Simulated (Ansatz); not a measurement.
# How fast states decay through Zn3CdTe4, part 3 of 3

Wanted: the relaxed cell of Zn3CdTe4, its band edges and its decay constants. It is built by putting Te for S in the Zn3CdS4 structure of space group P-43m, with the volume rescaled by atomic radii. The parent structure comes from the Materials Project.

Ansatz 0.2.0; r2SCAN DFT, plane waves, PAW files (the session's first sound run).

So far, gap on path (eV): step 3 (band edges, r2SCAN) 1.54; step 6 (PBEsol, cutoff 420 eV) 0.910.

The structure was built from a prototype and need not be the compound's stable phase.

## Step 7: Complex bands at another level, cutoff 420 eV

This step: PBEsol DFT, plane waves, PAW files; complex bands by layer matching along the plane's normal (Ansatz 0.2.0).

The complex bands at that level, over its own gap, at (0, 0) and (0.5, 0).

The input, input.yaml:

```yaml
crystal:
  lattice:
    - [6.225864589, 0.0, 0.0]
    - [0.0, 6.225864589, 0.0]
    - [0.0, 0.0, 6.225864589]
  atoms:
    - { symbol: Zn, position: [0.0, 0.5, 0.5] }
    - { symbol: Zn, position: [0.5, 0.0, 0.5] }
    - { symbol: Zn, position: [0.5, 0.5, 0.0] }
    - { symbol: Cd, position: [0.0, 0.0, 0.0] }
    - { symbol: Te, position: [0.259657292, 0.259657292, 0.259657292] }
    - { symbol: Te, position: [0.740342708, 0.740342708, 0.259657292] }
    - { symbol: Te, position: [0.259657292, 0.740342708, 0.740342708] }
    - { symbol: Te, position: [0.740342708, 0.259657292, 0.740342708] }
kpoints:
  mp_grid: { grid: [4, 4, 4] }
scf:
  occupations: { method: fixed }
hamiltonian:
  xc: pbesol
output:
  eigenvalues: true
  transmission:
    leads: [[0, 0]]
    kpoints: [[0.0, 0.0], [0.5, 0.0]]
    e_range: [-1.0, 1.91]
    de: 0.06
```

Command:

```
$ ansatz run input.yaml --threads 2 --pin off --max-ram 4096MiB --backend cpu --events-out ev --progress --plain --runs-dir out
```

Numbers of over 12 decimals in the logs are rounded to 6 here.

The program printed:

```text
[...]
Crystal: 8 atoms, lattice volume = 241.323 Å³
Basis set: ecut = 420 eV, 4729 PW (Γ)
Bands: 72, of which v1, the nominal top of the filled ones, is band 60 counted from 1 (59 counted from 0)
Symmetry: 24 space group operations
[...]
k-points: 10 of 64 (time reversal used)
[...]
SCF iter   1: F=—  HF=-45635.919347 eV  |F-HF|=—  |Δ(HF+E_count)|=         —  Δρ=3.36e-3  dr2=3.12e-2  ethr=1.77e-3  ⟨swp⟩=5.0  Hψ=2241  notcnv=0  defer=96
[...]
SCF iter   8: F=-45635.910298 eV  HF=-45635.910298 eV  |F-HF|=2.18e-8  |Δ(HF+E_count)|=   8.20e-7  Δρ=4.40e-6  dr2=3.64e-8  ethr=8.33e-11  ⟨swp⟩=12.2  Hψ=3485  notcnv=0
SCF 1 converged in 8 iterations: F = -45635.910298 eV  dr2 = 3.64e-8
[...]
transmission: 8 of 16 steps passed
transmission: 16 of 16 steps passed
SCF converged after 8 iterations
Free energy (F): -45635.910298 eV
[...]
Internal energy: -45635.910298 eV  (E = F + TS)
E sigma→0 (E₀):  -45635.910298 eV
Fermi energy:    6.822179 eV
[...]
--- Band table (eV; the first three rows and the last of 10) ---
  k-point 0: bands = [... 56 lower, 4.7973, 6.8222, 6.8222, 6.8222, 7.7321, 8.9268, 9.2249, 9.2249, ... 8 higher]
  k-point 1: bands = [... 56 lower, 5.0061, 5.4847, 6.4158, 6.4158, 8.9923, 9.1665, 9.6267, 9.9922, ... 8 higher]
  k-point 2: bands = [... 56 lower, 5.4963, 5.4963, 5.7602, 5.7602, 9.3991, 9.6256, 10.2434, 10.2800, ... 8 higher]
  k-point 9: bands = [... 56 lower, 5.9422, 6.1441, 6.1441, 6.1441, 8.4538, 8.4538, 8.4538, 8.6780, ... 8 higher]
--- Transmission ---
  basis      : 341 plane waves across, 8 finite elements along
  points     : 2, as listed
[...]
crystal 0  : Te4Zn3Cd1, at the sites [0, 0], period 6.2259 Å: whole cells are its period
[...]
channels       : 0.000000e0 a spin
[...]
slowest decay  : 0.0646 /Å at (0.0000, 0.0000)
```

Elapsed: 63 s, on 2 threads of Intel Xeon Platinum 8488C (Sapphire Rapids), shared host; peak memory 1.5 GiB; 2.1 min of CPU time.

This step gave:

```
level to which the leads are filled                       : 0.4549 eV from the Fermi level
decay constant at the filling level, zone centre          : 0.06456 Å⁻¹
decay constant at the filling level, slowest listed point : 0.0646 Å⁻¹
```

K parallel (0, 0); values up to 1.5 1/Å, a degenerate pair printed once or twice; energies at which all values exceed this have no row. The Im kz of the slowest decaying states by energy, zero at the highest filled level on the SCF mesh:

| energy (eV) | decay 1 (Å⁻¹) | decay 2 (Å⁻¹) | decay 3 (Å⁻¹) | decay 4 (Å⁻¹) |
| --- | --- | --- | --- | --- |
| -1.000 | 0.273 | 0.316 | 0.322 | 0.913 |
| -0.520 | 0.291 | 0.334 | 0.335 | 0.836 |
| 0.020 | 0.0190 | 0.0521 | 0.291 | 0.326 |
| 0.500 | 0.0643 | 0.253 | 0.253 | 0.277 |
| 0.980 | 0.248 | 0.288 | 0.293 | 0.565 |
| 1.520 | 0.193 | 0.246 | 0.267 | 0.290 |

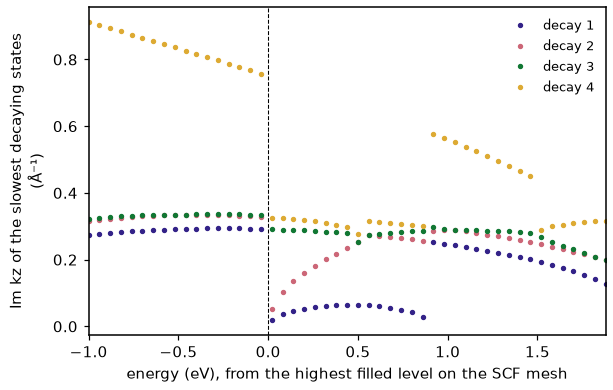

Im kz of the slowest decaying states, plotted against energy.

K parallel (0, 0). Table of Re kz of states that move upwards by energy, zero at the highest filled level on the SCF mesh:

| energy (eV) | channel 1 (Å⁻¹) | channel 2 (Å⁻¹) | channel 3 (Å⁻¹) |
| --- | --- | --- | --- |
| -1.000 | -0.458 | -0.458 | -0.200 |
| -0.820 | -0.392 | -0.392 | -0.171 |
| -0.580 | -0.312 | -0.312 | -0.133 |
| -0.400 | -0.250 | -0.250 | -0.103 |
| -0.220 | -0.179 | -0.179 | -0.0711 |
| 0.020 | - | - | - |
| 0.200 | - | - | - |
| 0.380 | - | - | - |
| 0.620 | - | - | - |
| 0.800 | - | - | - |
| 0.980 | 0.0374 | - | - |
| 1.220 | 0.0880 | - | - |
| 1.400 | 0.119 | - | - |
| 1.580 | 0.149 | - | - |
| 1.820 | 0.189 | - | - |

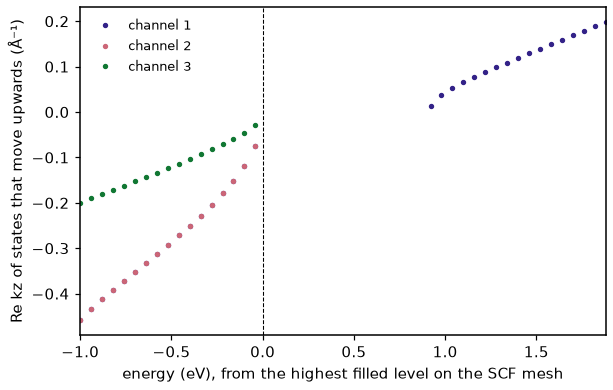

Re kz of states that move upwards, plotted against energy.

K parallel (0.5, 0); values up to 1.5 1/Å, a degenerate pair printed once or twice; energies at which all values exceed this have no row. The Im kz of the slowest decaying states by energy, zero at the highest filled level on the SCF mesh:

| energy (eV) | decay 1 (Å⁻¹) | decay 2 (Å⁻¹) | decay 3 (Å⁻¹) | decay 4 (Å⁻¹) |
| --- | --- | --- | --- | --- |
| -1.0000 | 0.0842 | 0.101 | 0.126 | 0.745 |
| -0.7600 | 0.0587 | 0.183 | 0.193 | 0.710 |
| -0.5200 | 0.155 | 0.202 | 0.223 | 0.227 |
| -0.2200 | 0.228 | 0.254 | 0.254 | 0.268 |
| 0.0200 | 0.263 | 0.266 | 0.269 | 0.300 |
| 0.2600 | 0.273 | 0.278 | 0.287 | 0.321 |
| 0.5000 | 0.276 | 0.282 | 0.304 | 0.335 |
| 0.7400 | 0.274 | 0.282 | 0.314 | 0.342 |
| 0.9800 | 0.269 | 0.278 | 0.319 | 0.344 |
| 1.2200 | 0.259 | 0.271 | 0.312 | 0.326 |
| 1.5200 | 0.241 | 0.255 | 0.293 | 0.323 |
| 1.7600 | 0.221 | 0.238 | 0.278 | 0.310 |

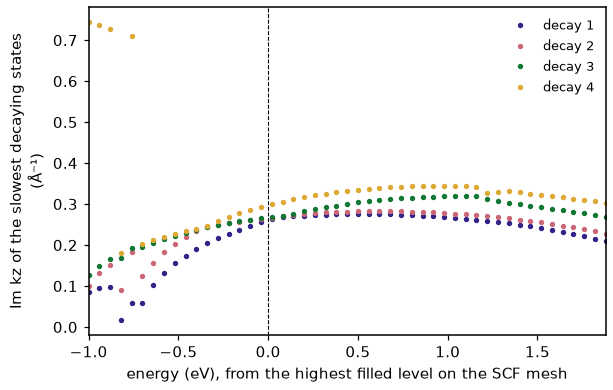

Im kz of the slowest decaying states, plotted against energy.

At the listed wavevectors the last open channel is at -0.04 eV and the next at +0.92 eV on the grid. At +0.44 eV, the grid energy nearest the filling level (the middle of the gap on the SCF mesh), the slowest state at the listed wavevectors decays with κ = 0.0646 Å⁻¹, its amplitude falling by e over 15 Å; the first such run, plane (001), gave 0.103 Å⁻¹.

## Step 8: Summary of results

```json
{
  "band gap": "1.54 eV",
  "least decay constant at mid-gap, normal to (001)": "0.103 Å⁻¹",
  "least decay constant on a mesh, normal to (001)": "0.103 Å⁻¹",
  "least decay constant, PBEsol": "0.0646 Å⁻¹"
}
```

In words: With r2SCAN, the slowest decay at the wavevectors tried is κ = 0.103 Å⁻¹, normal to (001). Through such a film the transmission near mid-gap falls as exp(−2κd), a factor of ten every 11 Å. A free electron under a barrier of half the gap would need a mass of 0.053 mₑ to decay at this rate. With PBEsol the gap goes from 1.54 to 0.910 eV and the decay constant, over the first 2 listed wavevectors, from 0.103 to 0.0646 Å⁻¹. The compound is made up by substitution; its stability against other phases and against distortions of the cell's symmetry was not tested. r2SCAN still narrows gaps, if less than LDA and GGA do, while spin-orbit coupling, left out here, narrows them in compounds of heavy elements, so the error in κ can go either way.

[Logs are printed without paths, hosts, clocks, repeated set-up lines and the standing remarks that a program may print on its own settings, such as how far it seeks lower states.]

[Hosts, paths, dates, database ids (printed as entryN), source tags and the programs' standing remarks are cut or masked in the printed files.]

[New means built here by substitution; the compound itself may be known and measured.]
